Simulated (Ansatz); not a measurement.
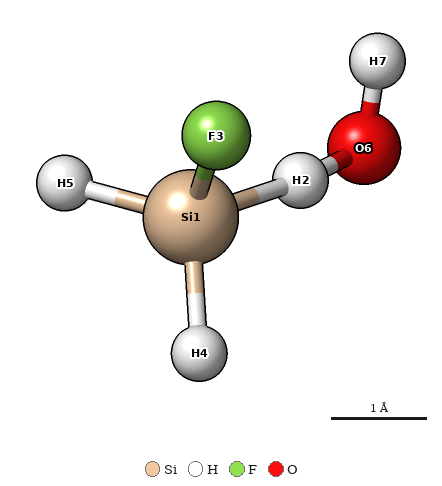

Fig. 1: The input geometry (ball-and-stick view, seen at a tilt; atoms are numbered from 1 in the order of the input). Bond lengths as drawn: F–Si 1.61 Å, H–O 0.95 to 1.25 Å and H–Si 1.47 to 1.67 Å.

**SiH$_{4}$OF: frequency calculation**

System: SiH$_{4}$OF, multiplicity 2.
Method: UHF/def2-SVP (Ansatz 0.2.0).

It belongs to a series of runs on one base structure; here: vibrations at the highest image of the band. Figures and captions count atoms from 1; the log counts them from 0 in places.

**Input**
```yaml
crystal:
  periodic: [false, false, false]
  atoms:
    - { symbol: Si, position_ang: [-0.06967, -0.005821, 0.059809] }
    - { symbol: H, position_ang: [-0.194218, 0.066329, 1.720255] }
    - { symbol: F, position_ang: [1.47086, -0.260888, -0.341461] }
    - { symbol: H, position_ang: [-0.5071, 1.271142, -0.531951] }
    - { symbol: H, position_ang: [-0.869709, -1.142085, -0.430359] }
    - { symbol: O, position_ang: [-0.458016, -0.060429, 2.938812] }
    - { symbol: H, position_ang: [0.237453, -0.669348, 3.170096] }
magnetization:
  spin_polarized: true
  initial_magnetization: 1
basis:
  gaussian: { orbitals: def2-SVP }
hamiltonian:
  xc: hf
phonons: {}
```

Launch command:
```bash
ansatz run input.yaml --threads 1 --pin off --max-ram 2048MiB --backend cpu --events-out ev --progress --plain --runs-dir out
```

**Output**
```
Engine: ansatz 0.2.0, x86_64-unknown-linux-gnu
Functional definition: HF
  exchange = exact_x
  correlation = 0
675 factors; integrals over basis functions are off by at most 3.8e-4 eV
mean field evaluation 1: about -12656.7466 eV, gradient 2.9e1 eV
mean field evaluation 2: about -12656.7666 eV, gradient 2.9e1 eV
mean field evaluation 4: about -12660.6849 eV, gradient 3.0e0 eV
mean field evaluation 8: about -12660.9253 eV, gradient 2.5e-1 eV
mean field evaluation 16: about -12659.3243 eV, gradient 2.2e0 eV
mean field -12660.92997707 eV, -465.2805947707 hartree, gradient 6.3e-5 eV, S^2 0.788921; 0 other end points of the search recorded, 0 dependent functions left out
the calculation of the forces begins
reference -12660.92997707 eV, -465.2805947707 hartree; 18, 17 occupied and 48, 49 virtual orbitals, 675 factors
these checks for a lower state are left out or cut short: stability, starts, cluster_reference, orbital_swaps, neighbouring_geometries, increment
675 factors; integrals over basis functions are off by at most 3.8e-4 eV
mean field -12660.92983464 eV, -465.2805895366 hartree, gradient 4.2e-6 eV, S^2 0.788928; 0 other end points of the search recorded, 0 dependent functions left out
[... from here on the field's lines of each further geometry are left out, up to the last ...]
the calculation of the forces begins
reference -12660.92993752 eV, -465.2805933174 hartree; 18, 17 occupied and 48, 49 virtual orbitals, 675 factors
these checks for a lower state are left out or cut short: stability, starts, cluster_reference, orbital_swaps, neighbouring_geometries, increment
675 factors; integrals over basis functions are off by at most 3.9e-4 eV
mean field -12660.92997461 eV, -465.2805946802 hartree, gradient 3.0e-6 eV, S^2 0.788925; 0 other end points of the search recorded, 0 dependent functions left out
the calculation of the forces begins
reference -12660.92997461 eV, -465.2805946802 hartree; 18, 17 occupied and 48, 49 virtual orbitals, 675 factors
WARN: phonons: modes at or below zero, which the zero-point energy, F, S and C_V leave out: 2, the lowest at -2598.66 cm⁻¹. A minimum has none, and a first-order saddle one
Total energy: -12660.92997707 eV, -465.2805947707 hartree
Atom 0 at    -0.069670    -0.005821     0.059809 Å, force    -0.000833     0.009606    -0.001028 eV/Å
Atom 1 at    -0.194218     0.066329     1.720255 Å, force    -0.032074    -0.018561     0.021785 eV/Å
Atom 2 at     1.470860    -0.260888    -0.341461 Å, force     0.004629    -0.004472     0.008678 eV/Å
Atom 3 at    -0.507100     1.271142    -0.531951 Å, force     0.002829     0.001109    -0.000745 eV/Å
Atom 4 at    -0.869709    -1.142085    -0.430359 Å, force    -0.000112    -0.001605    -0.006434 eV/Å
Atom 5 at    -0.458016    -0.060429     2.938812 Å, force     0.013561     0.012875    -0.014866 eV/Å
Atom 6 at     0.237453    -0.669348     3.170096 Å, force     0.012000     0.001047    -0.007390 eV/Å
Dipole moment:    -0.044190    -0.142845    -0.067127 e Å
Vibrations: -2598.66 -53.78 118.00 186.26 412.18 687.86 775.83 886.34 927.64 974.18 1027.52 1358.79 2374.46 2382.28 4086.34 cm⁻¹, zero-point energy 1.004128 eV
```

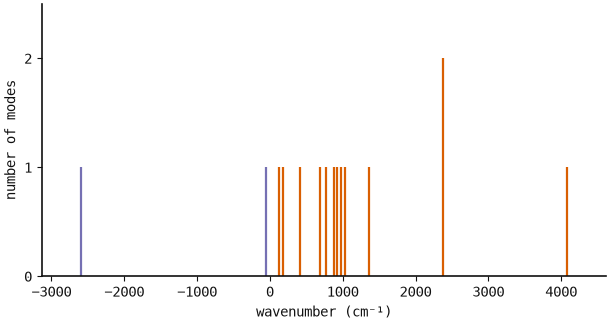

Fig. 2: Harmonic vibrational wavenumbers from the force constants; neighbouring modes closer than 30 cm⁻¹ are counted in one stick, and imaginary ones are drawn at negative wavenumbers. 15 modes from 2599i to 4086 cm⁻¹, 2 imaginary beyond 8i (2599i, 54i cm⁻¹): not a minimum.

**Summary**

```csv
quantity,value
outcome,converged
total energy,−12660.9300 eV
mean-field energy,−12660.9300 eV
⟨S²⟩,0.789
largest force (length of the vector),0.043 eV/Å
hardware,"1 thread of Intel Xeon (Granite Rapids), 32 GiB of memory available, shared host"
wall time,16 s
peak memory,0.14 GiB
```
